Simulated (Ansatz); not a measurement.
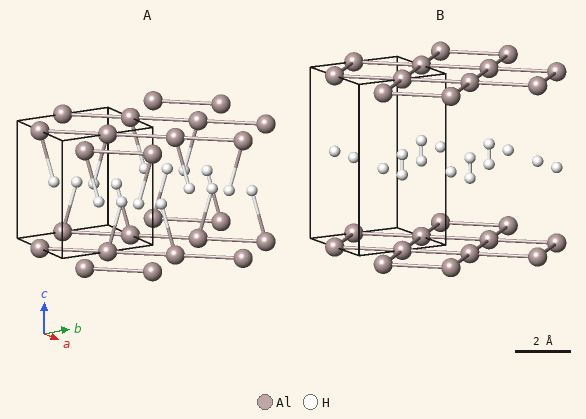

Two geometries of solid AlH$_{2}$ (a generated structure, set up in Cmme) (coarse preliminary run), drawn at one scale. One is the start of a relaxation, the other its converged end. Style: ball-and-stick. Shown: the cell of the calculation, repeated 2 × 2 × 1 with one cell outlined, slightly off an axis.

These are results of DFT PBE, scalar-relativistic, plane waves, PAW (Ansatz 0.2.0), not measurements. Settings: plane-wave cutoff 420 eV; k-point mesh 4 × 4 × 4; occupations gaussian; smearing width 0.1 eV; no spin polarisation; cell and atoms relaxed; force threshold 0.04 eV/Å; at most 70 steps.

**Which one is relaxed?**

Structure B is the relaxed one. The energy falls by 353 meV per atom in 18 accepted moves (22 points after the start). The largest force component goes from 0.74 to 0.025 eV/Å. The pressure goes from −4.67 to 0.06 GPa. The line search rejected the trial steps at points 2, 10 of the run. The SCF was repeated twice at an unchanged geometry on a basis and grid sized afresh for the cell, which shifted the energy by 10.7 meV per atom at most. The largest moves relative to the cell, 0.54 Å, are those of H atoms. Al stays in place. The volume changes by +21.6 %, with a = b 4.229 → 3.807 Å (−10.0 %), c 4.410 → 6.421 Å (+45.6 %), γ 104.9° → 95.0°. Near-neighbour distances that change, for instance: Al–H 1.963 → 2.831 Å, Al–Al 3.354 → 2.806 Å, H–H 1.237 → 0.759 Å. New bonds form: H–H (1.24 → 0.76 Å). The space group (tolerance 0.01 Å) goes from Cmme (No. 67) to Pmmm (No. 47). Cost: 24 s on 1 thread of Arm Neoverse V2 (shared host), peak memory 0.32 GiB.

Limits of the set-up: the k-point mesh is coarse for a cell with partly filled bands.
